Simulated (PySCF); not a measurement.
# C₂H₆BPSi: NMR shifts and electronic excitations at several levels of theory, part 2 of 2

PySCF 2.14.0. Atoms count from 0.

## 8. Nuclear shieldings: PBE0/cc-pVTZ

What the job is given:

```
{"job": {"kind": "nmr", "xc": "PBE0", "basis": "cc-pVTZ", "pop": true}, "charge": 0, "multiplicity": 1}
C      3.307774    -0.397064    -0.006626
C      2.186710    -0.011116    -0.295850
B      0.782628     0.432671    -0.631755
P     -0.432527     0.965037     0.692641
Si    -2.309538    -0.115225     0.087074
H      4.298164    -0.735873     0.238318
H      0.436959     0.557671    -1.783274
H     -0.015281     0.246774     1.846611
H     -2.137721    -1.591531    -0.063110
H     -3.356264     0.145765     1.118838
H     -2.722359     0.477075    -1.218579
```

With the program's defaults for keys left out, this is: GIAO PBE0/cc-pVTZ NMR shielding, non-relativistic, gas phase.

The log of the run:

```text
coarse grid: 10232 points
cycle   1  E = -735.0776155125  dE =  2.155e-01  |g| = 3.429e-01  |ddm| = 6.494e+00
cycle   2  E = -735.0581666648  dE =  1.945e-02  |g| = 4.212e-01  |ddm| = 1.198e+00
cycle   3  E = -735.1027120349  dE = -4.455e-02  |g| = 1.648e-01  |ddm| = 7.124e-01
cycle   4  E = -735.1094079022  dE = -6.696e-03  |g| = 3.617e-02  |ddm| = 2.296e-01
cycle   5  E = -735.1097644660  dE = -3.566e-04  |g| = 8.543e-03  |ddm| = 6.886e-02
cycle   6  E = -735.1097897036  dE = -2.524e-05  |g| = 2.310e-03  |ddm| = 1.929e-02
cycle   7  E = -735.1097912506  dE = -1.547e-06  |g| = 5.321e-04  |ddm| = 4.668e-03
final grid: 89712 points
cycle   8  E = -735.1192220723  dE = -3.261e-05  |g| = 4.809e-03  |ddm| = 1.060e-01
cycle   9  E = -735.1192191411  dE =  2.931e-06  |g| = 5.377e-03  |ddm| = 1.862e-02
cycle  10  E = -735.1192282137  dE = -9.073e-06  |g| = 6.972e-04  |ddm| = 1.054e-02
cycle  11  E = -735.1192283146  dE = -1.009e-07  |g| = 4.920e-04  |ddm| = 1.463e-03
cycle  12  E = -735.1192283744  dE = -5.988e-08  |g| = 8.859e-05  |ddm| = 6.266e-04
cycle  13  E = -735.1192283769  dE = -2.473e-09  |g| = 2.647e-05  |ddm| = 1.564e-04
cycle  14  E = -735.1192283771  dE = -2.093e-10  |g| = 5.677e-06  |ddm| = 5.123e-05
converged SCF energy = -735.1192283771

GIAO shielding tensors (ppm)
atom      isotropic    diamagn.    paramagn.     s11        s22        s33       span
  0 C       48.807     259.074    -210.268     12.474     29.573    104.374     91.900
  1 C       92.675     259.378    -166.703    -13.300     -7.793    299.118    312.418
  2 B       32.858     196.238    -163.380    -66.814     28.898    136.489    203.303
  3 P      482.205     972.357    -490.152    317.008    510.969    618.638    301.630
  4 Si     434.356     884.828    -450.472    415.151    424.067    463.850     48.698
  5 H       25.843      29.877      -4.034     24.237     24.630     28.661      4.425
  6 H       23.880      29.920      -6.040     18.188     25.042     28.410     10.223
  7 H       27.939      31.133      -3.194     23.757     26.665     33.395      9.638
  8 H       26.916      29.300      -2.384     23.182     25.328     32.238      9.057
  9 H       27.035      28.001      -0.967     23.869     24.967     32.267      8.398
 10 H       26.797      28.789      -1.992     24.085     24.760     31.547      7.463
```

Wall time 37 s (1 thread of Intel Xeon Platinum 8259CL at 2.50GHz, shared host); peak memory 0.92 GiB.

This run: δ C0 138.5, C1 94.6, B2 69.9, P3 -162.5, H6 7.41, H5 5.45 ppm.

## 9. Shielding tensors: PBE0/aug-cc-pVDZ

The job, as its differences from that of step 8:

```diff
@@ -1,2 +1,2 @@
-{"job": {"kind": "nmr", "xc": "PBE0", "basis": "cc-pVTZ", "pop": true}, "charge": 0, "multiplicity": 1}
+{"job": {"kind": "nmr", "xc": "PBE0", "basis": "aug-cc-pVDZ", "pop": true}, "charge": 0, "multiplicity": 1}
 C      3.307774    -0.397064    -0.006626
```

Method: GIAO PBE0/aug-cc-pVDZ NMR shielding, non-relativistic, gas phase.

The log of the run:

```text
coarse grid: 10232 points
cycle   1  E = -735.0243310691  dE =  2.523e-01  |g| = 2.950e-01  |ddm| = 1.405e+01
cycle   2  E = -735.0046305223  dE =  1.970e-02  |g| = 3.942e-01  |ddm| = 3.024e+00
cycle   3  E = -735.0471109817  dE = -4.248e-02  |g| = 1.402e-01  |ddm| = 1.112e+00
cycle   4  E = -735.0522223668  dE = -5.111e-03  |g| = 2.619e-02  |ddm| = 3.190e-01
cycle   5  E = -735.0524270856  dE = -2.047e-04  |g| = 7.415e-03  |ddm| = 1.328e-01
cycle   6  E = -735.0524477989  dE = -2.071e-05  |g| = 1.473e-03  |ddm| = 2.489e-02
cycle   7  E = -735.0524486012  dE = -8.023e-07  |g| = 4.224e-04  |ddm| = 5.605e-03
final grid: 89712 points
cycle   8  E = -735.0696883683  dE = -1.505e-05  |g| = 4.125e-03  |ddm| = 1.397e-01
cycle   9  E = -735.0696860629  dE =  2.305e-06  |g| = 4.786e-03  |ddm| = 5.056e-02
cycle  10  E = -735.0696943275  dE = -8.265e-06  |g| = 3.915e-04  |ddm| = 2.160e-02
cycle  11  E = -735.0696943866  dE = -5.902e-08  |g| = 1.559e-04  |ddm| = 1.796e-03
cycle  12  E = -735.0696943918  dE = -5.254e-09  |g| = 9.108e-05  |ddm| = 4.577e-04
cycle  13  E = -735.0696943941  dE = -2.267e-09  |g| = 2.488e-05  |ddm| = 2.276e-04
cycle  14  E = -735.0696943943  dE = -1.693e-10  |g| = 4.674e-06  |ddm| = 8.367e-05
converged SCF energy = -735.0696943943

GIAO shielding tensors (ppm)
atom      isotropic    diamagn.    paramagn.     s11        s22        s33       span
  0 C       66.856     269.519    -202.663     34.447     51.577    114.544     80.097
  1 C      107.340     223.633    -116.293      8.754     13.975    299.291    290.537
  2 B       43.379     214.275    -170.896    -51.535     40.674    141.000    192.535
  3 P      526.517     968.315    -441.798    370.317    554.724    654.510    284.194
  4 Si     493.690     893.153    -399.463    477.461    479.228    524.380     46.919
  5 H       25.819      33.403      -7.584     24.200     24.548     28.710      4.510
  6 H       23.713      27.520      -3.806     18.106     24.918     28.115     10.010
  7 H       27.964      29.910      -1.945     23.741     26.718     33.434      9.693
  8 H       26.903      29.930      -3.027     23.040     25.210     32.460      9.420
  9 H       27.041      28.015      -0.975     23.744     24.933     32.445      8.701
 10 H       26.823      29.009      -2.186     23.997     24.737     31.734      7.737
```

Wall time 26 s (1 thread of Intel Xeon Platinum 8259CL at 2.50GHz, shared host); peak memory 0.9 GiB.

Key values: δ C0 128.3, C1 87.8, B2 66.8, P3 -154.5, H6 7.68, H5 5.58 ppm.

## 10. Shielding tensors: PBE0/IGLO-III

The job, as its differences from that of step 9:

```diff
@@ -1,2 +1,2 @@
-{"job": {"kind": "nmr", "xc": "PBE0", "basis": "aug-cc-pVDZ", "pop": true}, "charge": 0, "multiplicity": 1}
+{"job": {"kind": "nmr", "xc": "PBE0", "basis": "IGLO-III", "pop": true}, "charge": 0, "multiplicity": 1}
 C      3.307774    -0.397064    -0.006626
```

Method: GIAO PBE0/IGLO-III NMR shielding, non-relativistic, gas phase.

The log of the run:

```text
coarse grid: 10232 points
cycle   1  E = -735.0772136074  dE =  1.740e-01  |g| = 3.734e-01  |ddm| = 2.430e+00
cycle   2  E = -735.0572618931  dE =  1.995e-02  |g| = 4.264e-01  |ddm| = 5.359e-01
cycle   3  E = -735.0999419051  dE = -4.268e-02  |g| = 1.859e-01  |ddm| = 3.100e-01
cycle   4  E = -735.1082043905  dE = -8.262e-03  |g| = 4.715e-02  |ddm| = 8.745e-02
cycle   5  E = -735.1088044710  dE = -6.001e-04  |g| = 8.989e-03  |ddm| = 3.288e-02
cycle   6  E = -735.1088287486  dE = -2.428e-05  |g| = 3.460e-03  |ddm| = 1.183e-02
cycle   7  E = -735.1088317680  dE = -3.019e-06  |g| = 5.581e-04  |ddm| = 3.403e-03
final grid: 89712 points
cycle   8  E = -735.1164005909  dE = -5.789e-05  |g| = 5.323e-03  |ddm| = 4.392e-02
cycle   9  E = -735.1163982646  dE =  2.326e-06  |g| = 5.362e-03  |ddm| = 7.702e-03
cycle  10  E = -735.1164061720  dE = -7.907e-06  |g| = 8.403e-04  |ddm| = 4.876e-03
cycle  11  E = -735.1164063504  dE = -1.785e-07  |g| = 4.832e-04  |ddm| = 8.874e-04
cycle  12  E = -735.1164064032  dE = -5.278e-08  |g| = 1.659e-04  |ddm| = 2.450e-04
cycle  13  E = -735.1164064104  dE = -7.160e-09  |g| = 3.709e-05  |ddm| = 1.162e-04
cycle  14  E = -735.1164064108  dE = -3.769e-10  |g| = 6.612e-06  |ddm| = 2.615e-05
converged SCF energy = -735.1164064108

GIAO shielding tensors (ppm)
atom      isotropic    diamagn.    paramagn.     s11        s22        s33       span
  0 C       41.944     269.695    -227.750      3.907     21.975     99.951     96.044
  1 C       87.519     253.729    -166.210    -22.516    -16.180    301.253    323.769
  2 B       24.975     194.203    -169.228    -78.815     21.577    132.164    210.980
  3 P      464.027     970.869    -506.842    299.858    489.778    602.445    302.588
  4 Si     426.168     884.633    -458.465    406.893    416.856    454.755     47.862
  5 H       25.876      31.034      -5.158     24.207     24.605     28.815      4.609
  6 H       23.883      29.151      -5.268     18.282     25.075     28.292     10.010
  7 H       27.940      31.559      -3.619     23.784     26.662     33.374      9.590
  8 H       26.874      29.127      -2.253     23.197     25.302     32.123      8.926
  9 H       27.024      28.203      -1.179     23.919     25.002     32.151      8.232
 10 H       26.783      28.660      -1.877     24.134     24.806     31.409      7.275
```

Wall time 43 s (1 thread of Intel Xeon Platinum 8259CL at 2.50GHz, shared host); peak memory 1.1 GiB.

In short: δ C0 141.8, C1 96.3, B2 75.0, P3 -157.3, H6 7.49, H5 5.50 ppm.

## 11. NMR shieldings: PBE0/pcSseg-0

The job, as its differences from that of step 10:

```diff
@@ -1,2 +1,2 @@
-{"job": {"kind": "nmr", "xc": "PBE0", "basis": "IGLO-III", "pop": true}, "charge": 0, "multiplicity": 1}
+{"job": {"kind": "nmr", "xc": "PBE0", "basis": "pcSseg-0", "pop": true}, "charge": 0, "multiplicity": 1}
 C      3.307774    -0.397064    -0.006626
```

Level: GIAO PBE0/pcSseg-0 NMR shielding, non-relativistic, gas phase.

The log of the run:

```text
coarse grid: 10232 points
cycle   1  E = -733.9974308512  dE =  1.692e-01  |g| = 2.533e-01  |ddm| = 3.341e+00
cycle   2  E = -733.9865686010  dE =  1.086e-02  |g| = 3.366e-01  |ddm| = 7.847e-01
cycle   3  E = -734.0148564393  dE = -2.829e-02  |g| = 1.283e-01  |ddm| = 4.342e-01
cycle   4  E = -734.0192208041  dE = -4.364e-03  |g| = 1.747e-02  |ddm| = 1.295e-01
cycle   5  E = -734.0193157042  dE = -9.490e-05  |g| = 2.452e-03  |ddm| = 2.906e-02
cycle   6  E = -734.0193182032  dE = -2.499e-06  |g| = 8.616e-04  |ddm| = 6.910e-03
final grid: 89712 points
cycle   7  E = -734.0822601763  dE = -8.721e-06  |g| = 3.979e-03  |ddm| = 2.020e-02
cycle   8  E = -734.0822578916  dE =  2.285e-06  |g| = 4.616e-03  |ddm| = 1.348e-02
cycle   9  E = -734.0822654358  dE = -7.544e-06  |g| = 4.613e-04  |ddm| = 8.225e-03
cycle  10  E = -734.0822654912  dE = -5.543e-08  |g| = 2.129e-04  |ddm| = 6.659e-04
cycle  11  E = -734.0822655020  dE = -1.079e-08  |g| = 6.310e-05  |ddm| = 2.659e-04
cycle  12  E = -734.0822655032  dE = -1.252e-09  |g| = 1.154e-05  |ddm| = 8.488e-05
cycle  13  E = -734.0822655033  dE = -5.446e-11  |g| = 2.295e-06  |ddm| = 2.284e-05
converged SCF energy = -734.0822655033

GIAO shielding tensors (ppm)
atom      isotropic    diamagn.    paramagn.     s11        s22        s33       span
  0 C       44.900     272.931    -228.031      7.394     23.529    103.776     96.382
  1 C       93.519     274.304    -180.785    -12.791     -8.926    302.272    315.063
  2 B       30.869     191.644    -160.775    -69.586     24.063    138.130    207.716
  3 P      543.887     967.539    -423.652    352.942    581.436    697.283    344.340
  4 Si     466.968     879.991    -413.023    430.371    450.694    519.838     89.466
  5 H       27.437      29.124      -1.687     25.941     26.275     30.096      4.155
  6 H       24.973      27.720      -2.746     19.812     26.028     29.080      9.269
  7 H       29.885      31.859      -1.974     25.058     27.694     36.904     11.845
  8 H       28.876      28.699       0.177     24.654     27.373     34.599      9.945
  9 H       28.702      28.862      -0.160     24.784     26.488     34.834     10.050
 10 H       28.484      28.717      -0.232     25.004     26.564     33.885      8.882
```

Run time: 7.2 s. Hardware: 1 thread of Intel Xeon Platinum 8259CL at 2.50GHz, shared host; peak memory 0.57 GiB.

Key values: δ C0 148.6, C1 100.0, B2 74.0, P3 -262.5, H6 7.86, H5 5.39 ppm.

## 12. Ultraviolet spectrum: HF/def2-SVPD

The job, as its differences from that of step 11:

```diff
@@ -1,2 +1,2 @@
-{"job": {"kind": "nmr", "xc": "PBE0", "basis": "pcSseg-0", "pop": true}, "charge": 0, "multiplicity": 1}
+{"job": {"kind": "uv", "xc": "HF", "basis": "def2-SVPD", "ip": true}, "charge": 0, "multiplicity": 1}
 C      3.307774    -0.397064    -0.006626
```

Level: TDDFT HF/def2-SVPD, vertical, gas phase, core orbitals frozen in the response.

The log of the run:

```text
final grid: 89712 points
cycle   1  E = -733.1885140184  dE =  3.654e-01  |g| = 3.741e-01  |ddm| = 5.632e+00
cycle   2  E = -733.2524382179  dE = -6.392e-02  |g| = 1.191e-01  |ddm| = 1.282e+00
cycle   3  E = -733.2583744144  dE = -5.936e-03  |g| = 6.060e-02  |ddm| = 6.272e-01
cycle   4  E = -733.2596277205  dE = -1.253e-03  |g| = 1.886e-02  |ddm| = 1.962e-01
cycle   5  E = -733.2597752827  dE = -1.476e-04  |g| = 5.029e-03  |ddm| = 4.653e-02
cycle   6  E = -733.2598042654  dE = -2.898e-05  |g| = 2.280e-03  |ddm| = 1.834e-02
cycle   7  E = -733.2598124748  dE = -8.209e-06  |g| = 9.643e-04  |ddm| = 8.949e-03
cycle   8  E = -733.2598143106  dE = -1.836e-06  |g| = 4.493e-04  |ddm| = 3.907e-03
cycle   9  E = -733.2598147416  dE = -4.310e-07  |g| = 1.733e-04  |ddm| = 2.230e-03
cycle  10  E = -733.2598147956  dE = -5.399e-08  |g| = 5.814e-05  |ddm| = 9.877e-04
cycle  11  E = -733.2598148011  dE = -5.514e-09  |g| = 1.754e-05  |ddm| = 3.808e-04
cycle  12  E = -733.2598148015  dE = -4.092e-10  |g| = 5.342e-06  |ddm| = 8.524e-05
converged SCF energy = -733.2598148015

Static polarisability (au): isotropic 92.169, principal 72.502 77.656 126.348

Singlet excitations
state   eV       nm        f      main configurations
  1   4.1696    297.4   0.00541   H-1->L 0.54, H->L 0.22
  2   5.2589    235.8   0.15907   H->L 0.49, H-1->L 0.17
  3   5.9040    210.0   0.02236   H-2->L 0.41, H->L 0.15
  4   6.3905    194.0   0.00703   H-2->L+9 0.18, H-2->L+6 0.13, H-2->L+7 0.10
  5   6.9077    179.5   0.07041   H-3->L 0.23, H-4->L 0.18, H-6->L 0.15
  6   6.9548    178.3   0.01745   H->L+5 0.26, H->L+8 0.22, H->L+1 0.16
  7   7.2314    171.5   0.11794   H->L+2 0.35, H->L+1 0.14, H->L+11 0.09
  8   7.5809    163.5   0.08098   H->L+1 0.18, H->L+4 0.12, H-3->L 0.11
  9   7.6315    162.5   0.08148   H-3->L 0.32, H-6->L 0.14, H-7->L 0.10
 10   8.1522    152.1   0.01990   H-1->L+1 0.28, H->L+1 0.19, H->L+4 0.13

Triplet excitations (Tamm-Dancoff, eV): 3.6313 3.8750 4.4910 5.0164
Vertical ionisation energy (delta-SCF) = 8.1949 eV
```

It took 19 s on 1 thread of Intel Xeon Platinum 8259CL at 2.50GHz, shared host; peak memory 0.76 GiB.

Frontier orbitals and where they lie:

```csv
orbital,eV,atoms
HOMO−3,-12.21,"P3 31 %, Si4 24 %, B2 10 %"
HOMO−2,-11.56,"C1 42 %, C0 36 %, B2 11 %"
HOMO−1,-10.69,"C0 34 %, C1 31 %, P3 12 %"
HOMO,-9.55,"P3 56 %, B2 12 %, Si4 9 %"
LUMO,1.13,"B2 31 %, C1 17 %, P3 16 %"
LUMO+1,2.19,"B2 51 %, C0 16 %, Si4 10 %"
LUMO+2,2.51,"Si4 53 %, H8 8 %, P3 8 %"
```

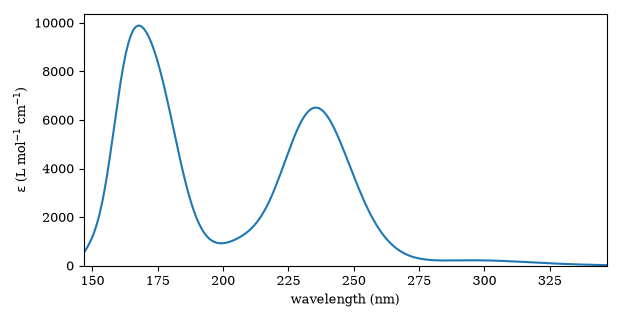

Absorption spectrum: each of the 10 states is a Gaussian band of 0.4 eV half-width at 1/e. Beyond the last state computed it falls off for lack of states.

Further results of this job:

```csv
property,computed
dipole moment (D),1.17
polarisability (Å³),13.66
HOMO–LUMO gap (eV),10.68
−ε(HOMO) (eV),9.55
```

## 13. Comparing the runs: NMR shifts

Shifts (ppm) of some atoms, chosen among heavy atoms and hydrogens apart, with basis size and wall time:

```csv
run,C0,C1,H6,H7,B2,P3,Si4,functions,time
PBE0/6-31G*,128.0,83.6,7.48,3.23,67.6,-137.7,-46.0,90,11 s
"PBE0/6-311+G(2d,p)",138.1,94.2,7.55,3.51,70.1,-160.6,-77.7,187,27 s
PBE0/def2-SVP,132.4,87.2,7.39,3.10,70.8,-146.0,-75.6,108,12 s
PBE0/def2-TZVP,138.7,94.6,7.56,3.49,71.3,-165.5,-80.2,203,31 s
PBE0/cc-pVDZ,132.6,88.2,7.50,3.21,71.4,-134.3,-68.1,108,12 s
PBE0/cc-pVTZ,138.5,94.6,7.41,3.35,69.9,-162.5,-74.4,242,37 s
PBE0/aug-cc-pVDZ,128.3,87.8,7.68,3.43,66.8,-154.5,-77.0,177,26 s
PBE0/IGLO-III,141.8,96.3,7.49,3.43,75.0,-157.3,-80.8,253,43 s
PBE0/pcSseg-0,148.6,100.0,7.86,2.95,74.0,-262.5,-118.4,65,7.2 s
```

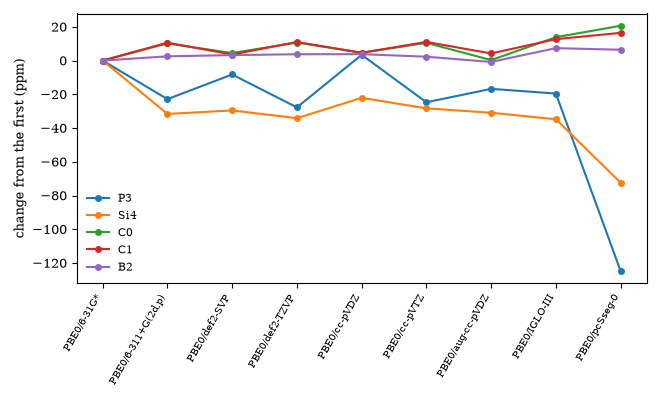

How five of the tabulated atoms move from run to run.

## 14. What came out

The summary covers parts 1 to 2.

| quantity | value |
| --- | --- |
| point group | C1 |
| rotational constants (main isotopes) | 9.10, 1.23, 1.16 GHz |
| ¹³C shifts against TMS (PBE0/6-31G*) | 128.0, 83.6 ppm |
| ¹H shifts against TMS (PBE0/6-31G*, means over atoms taken as alike) | 7.48, 5.24, 4.45, 3.23 ppm |
| ¹¹B shifts against BF3·OEt2 (PBE0/6-31G*) | 67.6 ppm |
| ³¹P shifts against H3PO4 (PBE0/6-31G*) | -137.7 ppm |
| ²⁹Si shifts against TMS (PBE0/6-31G*) | -46.0 ppm |
| lowest singlet (HF/def2-SVPD) | 4.17 eV (297 nm), f = 0.005 |
| brightest single state of those computed | state 2, 5.26 eV, f = 0.159 |
| lowest triplet | 3.63 eV |
| range of the shift of P3 | -262.5 to -134.3 ppm |

What this shows: Single values in the summary come from the first run of each kind that ended normally (PBE0/6-31G*; HF/def2-SVPD), which need not be the best level. Relaxing lowered the energy by 0.246 eV in 9 steps; the close pair that moved most is C0–H5, from 1.017 to 1.075 Å. The first singlet state (HOMO−1→LUMO 0.54, HOMO→LUMO 0.22) lies at 4.17 eV and is weak; of the 10 states computed, the strongest absorption comes from state 2 at 5.26 eV. The lowest triplet lies 0.54 eV below the lowest singlet (triplets in Tamm-Dancoff, singlets in full TDDFT). In ppm, P3 moves most: its shift spreads over 128.2 ppm, from -262.5 (PBE0/pcSseg-0) to -134.3 (PBE0/cc-pVDZ). Most of that comes from the computed reference, not from the atom's own shielding.
